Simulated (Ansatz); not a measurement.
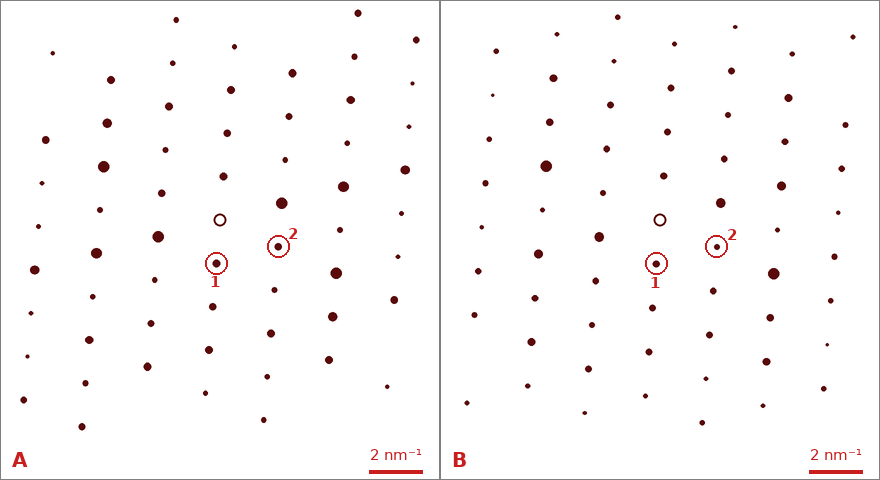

Kinematic electron diffraction patterns (300 kV, B = 0.5 Å², same scale) along [011] of the run's own cell, for the start and the end of one relaxation of Rb2IrCl6 with DFT, PAW plane waves, r2scan (Ansatz 0.2.0). k mesh 5×5×6. The start is a generated model structure, and the relaxation ends in the nearest stationary point of its symmetry, not necessarily the ground state. Spot 1 is -1 0 0 and spot 2 is -1 -1 1 in both.

Start structure:

```yaml
crystal:
  lattice:
    - [3.51195, 6.08288, 0.00000]
    - [-3.51195, 6.08288, 0.00000]
    - [0.00000, 0.00000, 5.63848]
  atoms:
    - { symbol: Ir, position: [0.00000, 0.00000, 0.50000] }
    - { symbol: Rb, position: [0.66670, 0.66660, 0.20338] }
    - { symbol: Rb, position: [0.33330, 0.33340, 0.79662] }
    - { symbol: Cl, position: [0.15652, 0.15648, 0.27980] }
    - { symbol: Cl, position: [0.68700, 0.15652, 0.27980] }
    - { symbol: Cl, position: [0.15648, 0.68700, 0.27980] }
    - { symbol: Cl, position: [0.31300, 0.84352, 0.72020] }
    - { symbol: Cl, position: [0.84352, 0.84348, 0.72020] }
    - { symbol: Cl, position: [0.84348, 0.31300, 0.72020] }
```

### Which pattern belongs to the start structure, and which to the relaxed one?

A is the start: its cell gives d(1) = 6.083 Å, d(2) = 4.135 Å and an angle of 70.1°. B is the relaxed structure, with d(1) = 5.995 Å (-1.5 %), d(2) = 4.199 Å (+1.5 %) and 69.5°.

### Name reflections whose intensity changes strongly on relaxation.

1 1 -1 goes from 17 to 5.2 % of the strongest spot; 3 2 -2 goes from 53 to 18 % of the strongest spot; 1 -2 2 goes from 3 to 9.8 % of the strongest spot.

### What did the relaxation do to the structure and the energy?

The volume changed by +1.3 % to 27.12 Å³ an atom; with the mean shift removed, the atoms moved by up to 0.28 Å relative to the cell (Rb most); the space group stayed P-3m1 (No. 164); the free energy fell by 33 meV an atom. Relaxed cell: a = 6.922 Å, b = 6.922 Å, c = 5.883 Å, α = 90.00°, β = 90.00°, γ = 60.00°.
